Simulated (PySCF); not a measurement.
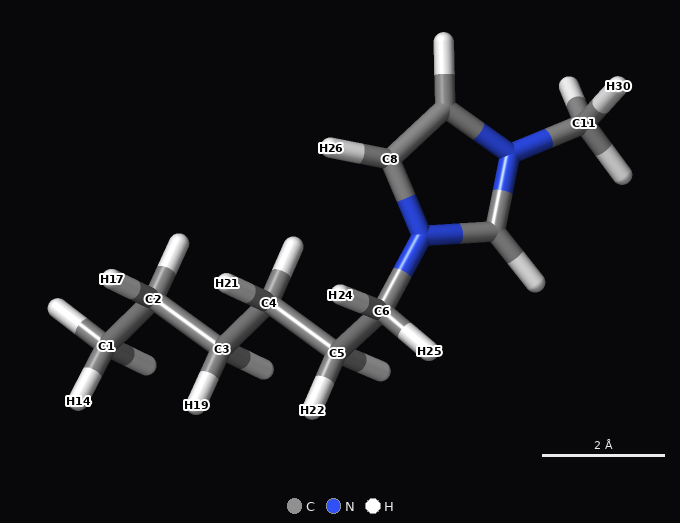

**Figure 1.** The structure as given in the input (stick view, seen at a tilt; atoms are numbered from 1 in the order of the input). Bond lengths as drawn: C–C 1.36 to 1.52 Å, C–H 1.09 to 1.11 Å and C–N 1.33 to 1.47 Å.

## NMR shielding calculation, with input and output: C10H19N2 (charge +1)

The run: NMR shielding calculation of C10H19N2, charge +1, SMILES CCCCCCn1cc[n+](C)c1. Method and program: GIAO wB97X-D/pcSseg-1 NMR shielding, non-relativistic, gas phase (PySCF 2.14.0).

The geometry comes from this level: PBE0-D3(BJ)/def2-SVP. Figures and captions count atoms from 1; the log counts them from 0 in places.

### Input
```
{"job": {"kind": "nmr", "xc": "wB97X-D", "basis": "pcSseg-1", "pop": false}, "charge": 1, "multiplicity": 1}
C     -4.889998     0.665997    -1.859013
C     -3.650319     0.926972    -1.019460
C     -2.934749    -0.347670    -0.593347
C     -1.693189    -0.093370     0.250371
C     -0.982020    -1.373426     0.664241
C      0.208687    -1.172065     1.588493
N      1.274009    -0.364656     0.981834
C      1.417373     0.996702     1.091765
C      2.488889     1.350825     0.324148
N      2.974832     0.196532    -0.242949
C      4.137490     0.104474    -1.112917
C      2.223443    -0.826518     0.168207
H     -4.641594     0.118274    -2.781906
H     -5.627957     0.063959    -1.305850
H     -5.381516     1.604868    -2.152453
H     -2.947103     1.567164    -1.581826
H     -3.926156     1.504393    -0.119342
H     -2.655056    -0.929845    -1.490041
H     -3.633471    -0.989175    -0.027253
H     -1.003377     0.558040    -0.317089
H     -1.977138     0.476614     1.154246
H     -1.684391    -2.033704     1.199559
H     -0.662971    -1.939613    -0.228382
H     -0.086633    -0.652496     2.511059
H      0.656403    -2.131348     1.883576
H      0.751759     1.601271     1.702406
H      2.940989     2.322517     0.141355
H      4.024265     0.802910    -1.951992
H      4.216071    -0.916164    -1.504438
H      5.047384     0.348467    -0.548187
H      2.365023    -1.868680    -0.111572
```

The first line tells a small driver script what to run in PySCF; the rest is the geometry in Å.

Machine: 8 threads of AMD EPYC (Zen 5), 64 GiB of memory available, shared host.

### Output
```
coarse grid: 24768 points
cycle   1  E = -501.4287006861  dE =  2.438e+00  |g| = 4.326e-01  |ddm| = 4.739e+00
cycle   2  E = -501.4606521532  dE = -3.195e-02  |g| = 3.414e-01  |ddm| = 8.101e-01
cycle   3  E = -501.4871825148  dE = -2.653e-02  |g| = 6.252e-02  |ddm| = 2.910e-01
cycle   4  E = -501.4880138680  dE = -8.314e-04  |g| = 2.560e-02  |ddm| = 7.816e-02
cycle   5  E = -501.4881655208  dE = -1.517e-04  |g| = 3.779e-03  |ddm| = 2.277e-02
cycle   6  E = -501.4881691062  dE = -3.585e-06  |g| = 1.575e-03  |ddm| = 5.435e-03
final grid: 236136 points
cycle   7  E = -501.5694515798  dE = -4.236e-04  |g| = 8.124e-03  |ddm| = 5.980e-02
cycle   8  E = -501.5694605221  dE = -8.942e-06  |g| = 7.071e-03  |ddm| = 1.451e-02
cycle   9  E = -501.5694710298  dE = -1.051e-05  |g| = 1.300e-03  |ddm| = 4.907e-03
cycle  10  E = -501.5694713079  dE = -2.781e-07  |g| = 7.778e-04  |ddm| = 1.566e-03
cycle  11  E = -501.5694714443  dE = -1.365e-07  |g| = 1.669e-04  |ddm| = 7.198e-04
cycle  12  E = -501.5694714505  dE = -6.200e-09  |g| = 5.536e-05  |ddm| = 1.656e-04
cycle  13  E = -501.5694714514  dE = -8.581e-10  |g| = 1.224e-05  |ddm| = 7.703e-05
```

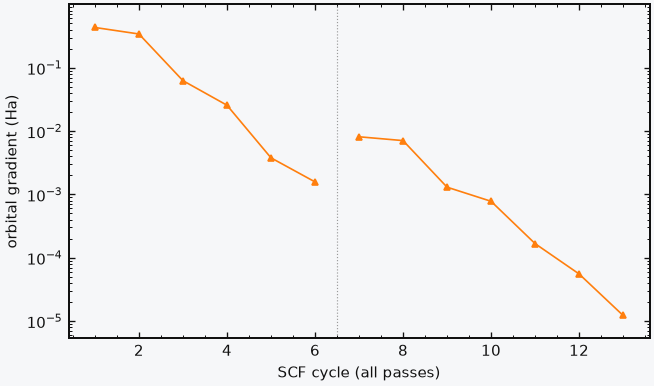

**Figure 2.** Convergence of the self-consistent field: orbital gradient against the SCF cycle. The dotted line marks the change from a coarse to the final integration grid. The first 6 cycles use a coarse grid, the final grid takes over at cycle 7, and the field converges after 13 cycles in all.

```
converged SCF energy = -501.5694714514

GIAO shielding tensors (ppm)
atom      isotropic    diamagn.    paramagn.     s11        s22        s33       span
  0 C      168.638     239.397     -70.759    157.496    162.427    185.992     28.496
  1 C      158.208     247.012     -88.805    145.304    156.493    172.826     27.522
  2 C      150.735     250.478     -99.744    131.459    147.252    173.492     42.033
  3 C      154.189     255.527    -101.338    136.132    154.176    172.259     36.127
  4 C      150.117     252.438    -102.322    140.025    146.177    164.148     24.123
  5 C      129.943     249.215    -119.273    101.960    128.064    159.804     57.843
  6 N       45.045     336.388    -291.343    -59.017     16.044    178.107    237.124
  7 C       50.590     255.767    -205.176    -27.634     51.260    128.145    155.779
  8 C       54.001     258.960    -204.959    -20.458     50.258    132.204    152.662
  9 N       57.912     343.055    -285.143    -55.025     46.876    181.885    236.909
 10 C      146.732     238.470     -91.737    124.931    128.462    186.804     61.873
 11 C       43.804     258.425    -214.621    -13.403     33.345    111.471    124.875
 12 H       30.397      26.055       4.343     25.966     28.785     36.440     10.473
 13 H       30.292      24.267       6.026     25.907     28.435     36.535     10.629
 14 H       29.977      22.981       6.996     25.180     27.081     37.670     12.490
 15 H       30.308      33.430      -3.122     24.865     31.346     34.713      9.847
 16 H       30.081      31.231      -1.151     24.885     30.659     34.698      9.813
 17 H       30.384      35.024      -4.640     25.285     31.709     34.159      8.874
 18 H       30.098      33.168      -3.071     25.076     30.972     34.245      9.170
 19 H       30.679      40.050      -9.370     24.283     31.560     36.196     11.913
 20 H       30.261      36.801      -6.540     25.517     31.374     33.892      8.375
 21 H       29.501      33.175      -3.675     24.316     28.964     35.221     10.905
 22 H       29.879      36.212      -6.333     24.867     30.609     34.162      9.295
 23 H       27.514      32.111      -4.597     23.438     26.851     32.254      8.816
 24 H       27.135      30.811      -3.676     22.037     26.838     32.531     10.494
 25 H       23.972      33.404      -9.431     20.765     24.320     26.832      6.066
 26 H       23.952      32.119      -8.167     20.290     25.577     25.988      5.697
 27 H       27.300      26.625       0.675     22.761     25.473     33.667     10.906
 28 H       27.508      26.009       1.500     22.493     26.870     33.163     10.670
 29 H       27.337      22.299       5.038     22.948     24.796     34.269     11.321
 30 H       23.658      33.995     -10.337     19.416     24.520     27.037      7.621
```

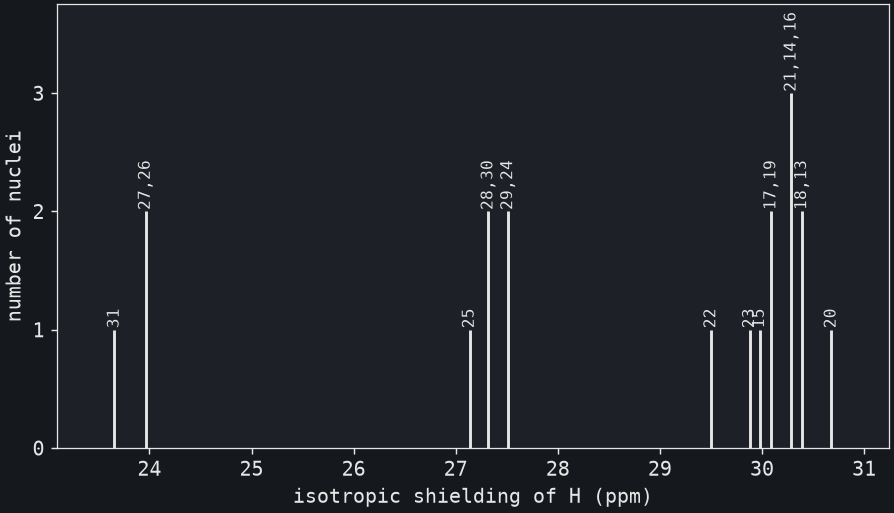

**Figure 3.** Isotropic shieldings of the hydrogen nuclei in this fixed geometry, labelled by atom number; shielding grows to the right, so chemical shift grows to the left. The least shielded is H31 (23.7 ppm), the most shielded H20 (30.7 ppm).

### Key numbers

```tsv
quantity	value
outcome	converged
total energy	−501.569471 hartree
HOMO	−13.45 eV
LUMO	−3.06 eV
isotropic shielding, C	43.8 to 168.6 ppm
isotropic shielding, N	45.0 to 57.9 ppm
isotropic shielding, H	23.7 to 30.7 ppm
wall time	40 s (CPU time 2.5 min)
peak memory	4.6 GiB
```
